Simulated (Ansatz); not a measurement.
## Electronic structure of FGaH2···CH4 in real space

Input

```
crystal:
  periodic: [false, false, false]
  atoms:
    - { symbol: Ga, position_ang: [0.0, 0.0, 0.0] }
    - { symbol: C, position_ang: [0.0, 0.0, 2.33] }
    - { symbol: H, position_ang: [-0.9996, -0.3092, 2.7005] }
    - { symbol: H, position_ang: [0.7676, -0.7111, 2.7005] }
    - { symbol: H, position_ang: [0.232, 1.0203, 2.7005] }
    - { symbol: H, position_ang: [1.3596, 0.0, -0.785] }
    - { symbol: H, position_ang: [-1.3596, 0.0, -0.785] }
    - { symbol: F, position_ang: [-0.2561, -1.8806, 0.6306] }
    - { symbol: H, position_ang: [-0.1762, -1.2937, 1.7624] }
basis:
  gaussian: { orbitals: def2-SVPD }
hamiltonian:
  xc: pbe0
  dispersion: d4
relax:
  f_tol: 0.15
  max_steps: 25
  restrain:
    - { distance: [0, 7], at: 1.7, k: 30.0 }
    - { distance: [8, 1], at: 1.11, k: 30.0 }
    - { distance: [0, 1], at: 3.18, k: 30.0 }
    - { distance: [8, 7], at: 2.12, k: 30.0 }
output:
  orbitals: {}
```

Launched as:

```sh
ansatz run input.yaml --threads 4 --pin off --max-ram 5120MiB --backend cpu --events-out ev --progress --plain --runs-dir out
```

The fields are those of the run's last geometry, not of the input's.

Not at a stationary point (largest force 1.2 eV/Å).

Level of theory: RKS PBE0-D4/def2-SVPD in Ansatz.

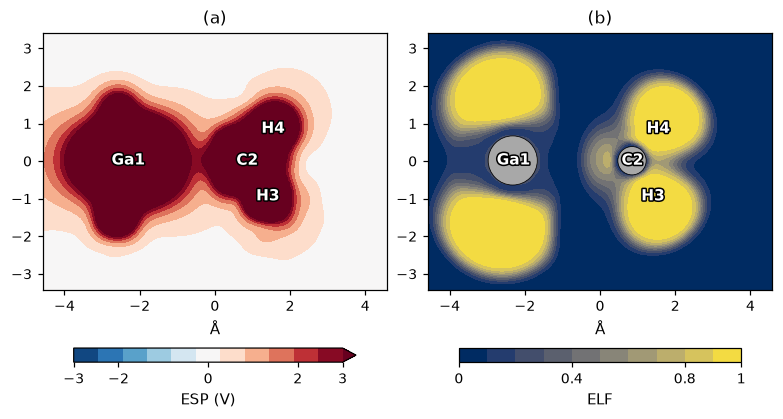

Figure 1. (a) electrostatic potential; (b) ELF on the plane of atoms H3, C2 and H4. Grey discs cover the atomic cores in the ELF map.

> Read the bonding off the picture.

- The section cuts through Ga, C and H sites.
- C–H (1.10 Å): the ELF climbs to about 1 towards the hydrogen, as it does in any bond to H; a covalent bond by its length.
- The potential has no marked negative region in this plane.

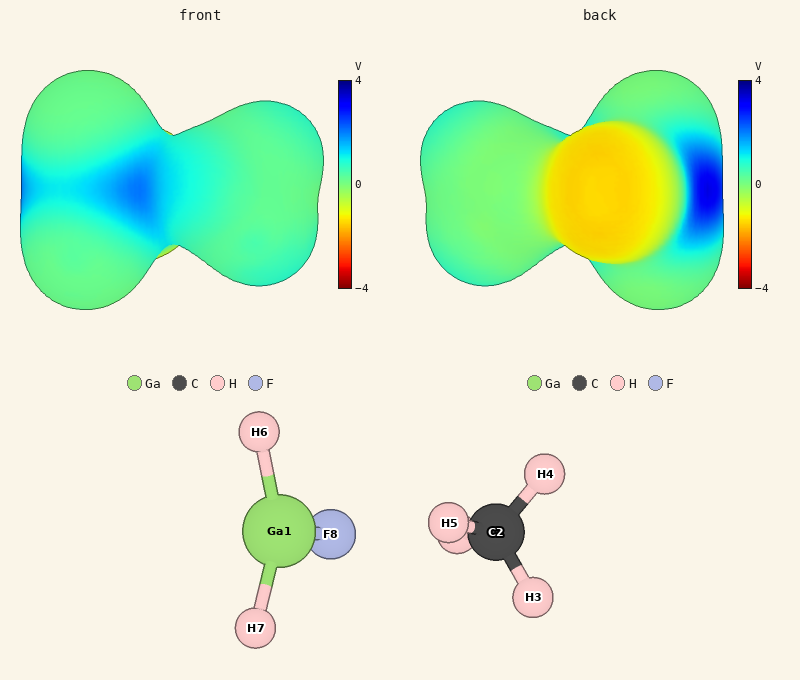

Figure 2. The electrostatic potential painted on the density surface at 0.002 e/bohr³, seen from the front and from behind; red is negative and blue positive. The bare structure is drawn below in the same view.

> Where is the surface potential most negative and most positive?

The most negative region (about −1.5 V, or −35 kcal/mol for a unit charge) lies over F8, the most positive (about +3.1 V, or +71 kcal/mol for a unit charge) over Ga1.

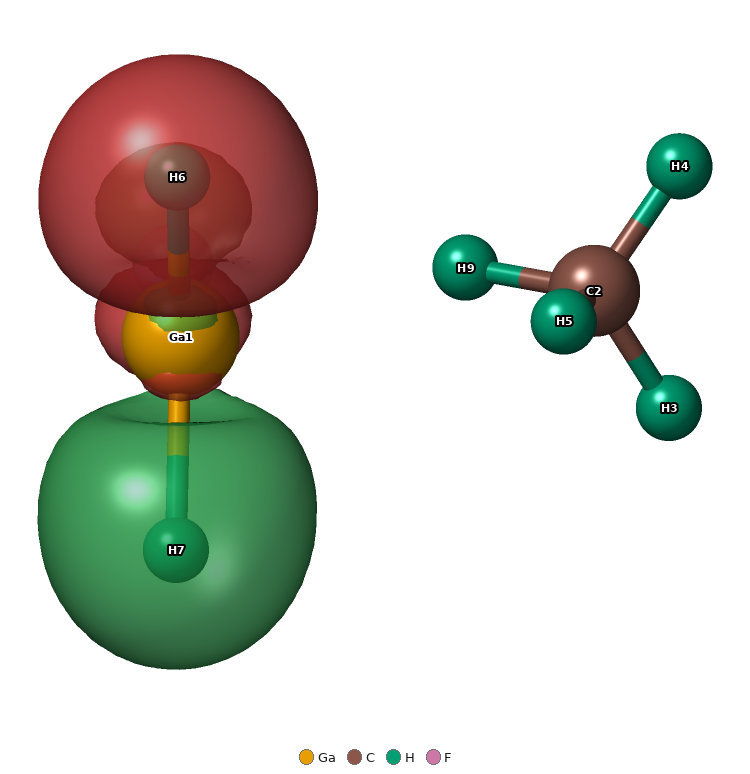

Figure 3. The HOMO at ±0.15 Å⁻³ᐟ² (green and red are the two phases), seen at a tilt.

> Describe this orbital and give its energy.

Its weight (Hirshfeld) is mainly on Ga1 (about 30 %), H6 (about 25 %), H7 (about 25 %) and F8 (about 15 %). Its energy is −8.89 eV.
